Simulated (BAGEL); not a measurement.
**AlH2SF3 (SMILES [F][Al]([F])([F])<-[SH2]) at HF/def2-SVP (density fitting with qzvpp-jkfit)**

What is the vertical ionisation energy of AlH2SF3 at HF/def2-SVP (density fitting with qzvpp-jkfit)? 

The results are computed with BAGEL 1.2.2.

### Step 1. The structure to begin with

AlH2SF3 has 7 atoms, charge 0, and is taken as a singlet. As SMILES, `[F][Al]([F])([F])<-[SH2]`. The shape comes from GFN2-xTB, which is rough for such elements, and wasn't checked as a minimum.

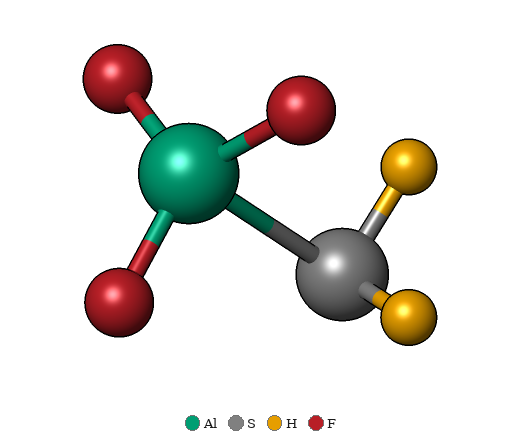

Viewed from a chosen angle; aluminium teal, sulfur grey, hydrogen amber, fluorine red.

### Step 2. A single-point energy at HF/def2-SVP (density fitting with qzvpp-jkfit)

The input, input.json:

```json
{ "bagel" : [

{
  "title" : "molecule",
  "basis" : "svp",
  "df_basis" : "qzvpp-jkfit",
  "angstrom" : "true",
  "geometry" : [
    { "atom" : "Al", "xyz" : [       0.139410,      -0.238690,      -0.977540 ] },
    { "atom" : "S", "xyz" : [       0.146750,      -0.246790,       1.495460 ] },
    { "atom" : "H", "xyz" : [       0.511290,       1.036380,       1.505460 ] },
    { "atom" : "H", "xyz" : [      -1.151450,       0.059610,       1.503580 ] },
    { "atom" : "F", "xyz" : [       1.761120,      -0.180430,      -1.233560 ] },
    { "atom" : "F", "xyz" : [      -0.688880,       1.188410,      -1.069040 ] },
    { "atom" : "F", "xyz" : [      -0.718240,      -1.618490,      -1.224370 ] }
  ]
},

{ "title" : "hf" },

{ "title" : "print", "file" : "orbitals.molden", "orbitals" : "true" }

]}
```

Started as:

```console
$ BAGEL_NUM_THREADS=1 BAGEL input.json > input.out
```

Standard output:

```text
* using 1 threads per process

  ===============================================================
  ===============================================================

  *** Geometry ***

  { "atom" : "Al", "xyz" : [      0.263447,     -0.451059,     -1.847283 ] },
  { "atom" : "S", "xyz" : [      0.277317,     -0.466366,      2.826010 ] },
  { "atom" : "H", "xyz" : [      0.966198,      1.958474,      2.844907 ] },
  { "atom" : "H", "xyz" : [     -2.175925,      0.112647,      2.841354 ] },
  { "atom" : "F", "xyz" : [      3.328034,     -0.340963,     -2.331091 ] },
  { "atom" : "F", "xyz" : [     -1.301795,      2.245769,     -2.020193 ] },
  { "atom" : "F", "xyz" : [     -1.357277,     -3.058503,     -2.313724 ] },

  Number of auxiliary basis functions:      523

  Since a DF basis is specified, we compute 2- and 3-index integrals:
    o Being stored without compression. Storage requirement is 0.032 GB

  Number of basis functions:       88
  Number of electrons      :       58

    * METHOD: MOLECULE                             0.26

  *** RHF ***

  === Nuclear Repulsion ===
   302.3420416721

      * DIIS with orbital gradients will be used.

  === RHF iteration (svp) ===
      0       -938.37441642          0.02322457           0.10
      1       -938.60421673          0.01500311           0.09
      2       -938.73275645          0.00106985           0.09
      3       -938.73406411          0.00021561           0.09
      4       -938.73411678          0.00005555           0.09
      5       -938.73412108          0.00001295           0.09
      6       -938.73412124          0.00000617           0.09
      7       -938.73412126          0.00000099           0.09
      8       -938.73412127          0.00000039           0.09
      9       -938.73412127          0.00000012           0.09
     10       -938.73412127          0.00000002           0.09
     11       -938.73412127          0.00000001           0.09
    * SCF iteration converged.

    * Permanent dipole moment:
           (    0.233710,    -0.403669,    -1.599636) a.u.

    * METHOD: HF                                   1.32

    * METHOD: PRINT                                0.02

  ===============================================================
```

It took 1.7 s on 1 thread of Arm Neoverse V1, shared host; peak memory 0.14 GiB.

### Step 3. The doublet cation, same level

The input, input.json:

```json
{ "bagel": [

{
  "title": "molecule",
  "basis": "svp",
  "df_basis": "qzvpp-jkfit",
  "angstrom": true,
  "geometry": [
    { "atom": "Al", "xyz": [       0.139410,      -0.238690,      -0.977540 ] },
    { "atom": "S", "xyz": [       0.146750,      -0.246790,       1.495460 ] },
    { "atom": "H", "xyz": [       0.511290,       1.036380,       1.505460 ] },
    { "atom": "H", "xyz": [      -1.151450,       0.059610,       1.503580 ] },
    { "atom": "F", "xyz": [       1.761120,      -0.180430,      -1.233560 ] },
    { "atom": "F", "xyz": [      -0.688880,       1.188410,      -1.069040 ] },
    { "atom": "F", "xyz": [      -0.718240,      -1.618490,      -1.224370 ] }
  ]
},

{ "title": "uhf", "charge": 1, "nopen": 1 },

{ "title": "print", "file": "orbitals.molden", "orbitals": true }

]}
```

Started as:

```console
$ BAGEL_NUM_THREADS=1 BAGEL input.json > input.out
```

Standard output:

```text
* using 1 threads per process

  ===============================================================
  ===============================================================

  *** Geometry ***

  { "atom" : "Al", "xyz" : [      0.263447,     -0.451059,     -1.847283 ] },
  { "atom" : "S", "xyz" : [      0.277317,     -0.466366,      2.826010 ] },
  { "atom" : "H", "xyz" : [      0.966198,      1.958474,      2.844907 ] },
  { "atom" : "H", "xyz" : [     -2.175925,      0.112647,      2.841354 ] },
  { "atom" : "F", "xyz" : [      3.328034,     -0.340963,     -2.331091 ] },
  { "atom" : "F", "xyz" : [     -1.301795,      2.245769,     -2.020193 ] },
  { "atom" : "F", "xyz" : [     -1.357277,     -3.058503,     -2.313724 ] },

  Number of auxiliary basis functions:      523

  Since a DF basis is specified, we compute 2- and 3-index integrals:
    o Being stored without compression. Storage requirement is 0.032 GB

  Number of basis functions:       88
  Number of electrons      :       58

    * METHOD: MOLECULE                             0.27

  *** Open-shell HF ***

  === Nuclear Repulsion ===
   302.3420416721

      * DIIS with orbital gradients will be used.

  === UHF iteration (svp) ===
      0       -937.86921605          0.04934026           0.20
      1       -938.11959952          0.03378311           0.20
      2       -938.22038434          0.02184889           0.19
      3       -938.29009447          0.00104943           0.19
      4       -938.29099002          0.00038786           0.18
      5       -938.29116426          0.00021330           0.18
      6       -938.29124289          0.00015543           0.18
      7       -938.29128656          0.00010594           0.18
      8       -938.29132199          0.00004948           0.19
      9       -938.29132999          0.00002081           0.18
     10       -938.29133139          0.00001020           0.19
     11       -938.29133170          0.00000394           0.18
     12       -938.29133179          0.00000147           0.18
     13       -938.29133181          0.00000074           0.18
     14       -938.29133182          0.00000049           0.19
     15       -938.29133182          0.00000020           0.18
     16       -938.29133182          0.00000011           0.18
     17       -938.29133182          0.00000007           0.19
     18       -938.29133182          0.00000005           0.18
     19       -938.29133182          0.00000003           0.18
     20       -938.29133182          0.00000002           0.18
     21       -938.29133182          0.00000001           0.19
     22       -938.29133182          0.00000001           0.19
    * SCF iteration converged.

    * S^2 (UHF) is 0.7634

    * Permanent dipole moment:
           (    0.324308,    -0.562637,    -4.258387) a.u.

    * METHOD: UHF                                  4.46

    * METHOD: PRINT                                0.02

  ===============================================================
```

Run time: 5.1 s. Hardware: 1 thread of Arm Neoverse V1, shared host; peak memory 0.14 GiB.

### Step 4. What came out

At HF/def2-SVP (density fitting with qzvpp-jkfit):

```
                                          quantity          value
                     singlet AlH2SF3: total energy  -938.73412 Eh
                    singlet AlH2SF3: dipole moment         4.24 D
                      singlet AlH2SF3: HOMO energy      -13.22 eV
                      singlet AlH2SF3: LUMO energy        2.93 eV
                    singlet AlH2SF3: HOMO–LUMO gap       16.15 eV
                      doublet cation: total energy  -938.29133 Eh
                              doublet cation: ⟨S²⟩          0.763
vertical ionisation energy (to the doublet cation)      12.049 eV
```

In words: The vertical ionisation energy comes to 12.05 eV (278 kcal/mol). −ε(HOMO) before ionisation, 13.22 eV, is 1.18 eV above this ionisation energy.
